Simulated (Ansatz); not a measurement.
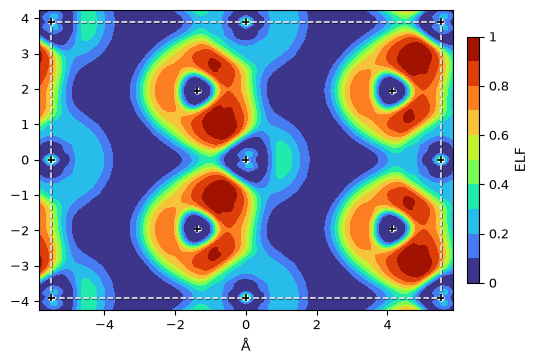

The ELF on a plane through atoms (crosses mark nuclei in the plane).

Method: Ansatz, DFT PBE, scalar-relativistic, plane waves, PAW.

Candidates:
A. AlGa₃P₄, a = 5.51 Å, b = 5.51 Å, c = 11.01 Å, α = 90.00°, β = 90.00°, γ = 90.00°. Space group I-42m; a structure generated by program, which may or may not match a known phase.
B. Ti₃H, a = 5.13 Å, b = 5.13 Å, c = 2.68 Å, α = 90.00°, β = 90.00°, γ = 120.00°. Space group P6/mmm; a structure generated by program, which may or may not match a known phase; computed without spin polarisation.
C. Cu₅Sn, a = 3.11 Å, b = 3.11 Å, c = 8.75 Å, α = 90.00°, β = 90.00°, γ = 90.00°. Space group P4/mmm; a structure generated by program, which may or may not match a known phase; computed without spin polarisation.

**Which candidate gave the map?**

Candidate A: AlGa₃P₄ on the (110) plane of the conventional cell, which holds Al, Ga and P. Al–P (2.38 Å): the ELF peaks at about 0.95 between the atoms: a covalent bond. Ga–P (2.39 Å): the ELF peaks at about 0.90 in the valence shell of P, 0.8 Å from its nucleus, and is about 0.75 at the midpoint.
